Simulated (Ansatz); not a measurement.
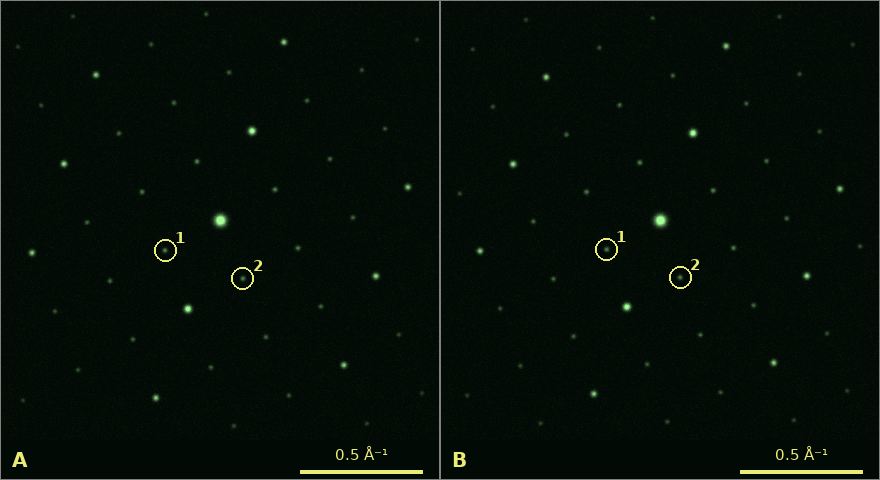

Kinematic electron diffraction patterns (120 kV, B = 0.5 Å², same scale) along [111] of the run's own cell, for the start and the end of one relaxation of As3Pb with DFT PBE, scalar-relativistic, plane waves, PAW (Ansatz 0.2.0). k mesh 16×16×16. The start is a generated model structure, and the relaxation ends in the nearest stationary point of its symmetry, not necessarily the ground state. Spot 1 is -1 0 1 and spot 2 is 0 -1 1 in both.

Start structure:

```yaml
crystal:
  lattice:
    - [-2.18839, 2.18839, 4.88836]
    - [2.18839, -2.18839, 4.88836]
    - [2.18839, 2.18839, -4.88836]
  atoms:
    - { symbol: As, position: [0.50000, 0.50000, 0.00000] }
    - { symbol: As, position: [0.25000, 0.75000, 0.50000] }
    - { symbol: As, position: [0.75000, 0.25000, 0.50000] }
    - { symbol: Pb, position: [0.00000, 0.00000, 0.00000] }
```

### Which pattern belongs to the start structure, and which to the relaxed one?

B is the start: its cell gives d(1) = 3.995 Å, d(2) = 3.995 Å and an angle of 80.4°. A is the relaxed structure, with d(1) = 3.869 Å (-3.2 %), d(2) = 3.869 Å (-3.2 %) and 82.5°.

### What did the relaxation do to the structure and the energy?

The volume changed by -1.7 % to 23.01 Å³ an atom; the fractional coordinates hardly changed; the space group stayed I4/mmm (No. 139); the free energy fell by 29 meV an atom. Relaxed cell: a = 6.096 Å, b = 6.096 Å, c = 6.096 Å, α = 140.19°, β = 140.19°, γ = 57.56°.
